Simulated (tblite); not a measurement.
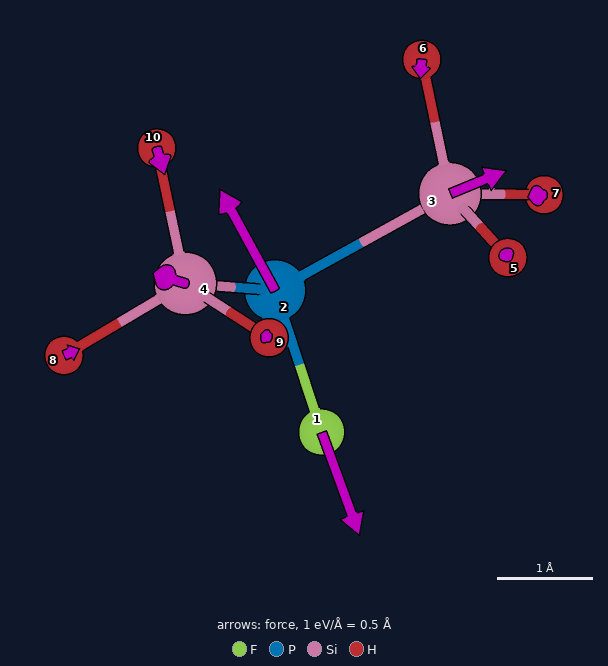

Starting geometry of Si$_{2}$PH$_{6}$F with the computed forces as purple arrows. The picture is a ball-and-stick view, seen at a tilt.

These are results of tblite 0.8.0, GFN2-xTB geometry optimisation, gas phase, not measurements. 

**Is this structure relaxed? If not, where do the atoms go?**

It isn't relaxed: the largest force vector, on P2, is 2.54 eV/Å. The final displacements have little in common with the starting forces (cosine between the two patterns 0.17). The largest moves after the best rigid fit, 0.29 Å, are those of H6 and H10. By element the largest moves are H 0.29 Å, P 0.25 Å, F 0.15 Å, Si 0.15 Å. Some distances before and after: F1–P2 1.569 → 1.659 Å, P2–Si3 2.206 → 2.252 Å, Si3–H7 1.497 → 1.462 Å, Si4–H8 1.486 → 1.462 Å. Bond angles that change, for instance: Si3–P2–Si4 94.0° → 102.7°, P2–Si3–H6 110.0° → 105.0°, P2–Si4–H10 109.4° → 104.8°. Over 62 geometry steps the energy falls by 20.6 kJ/mol.
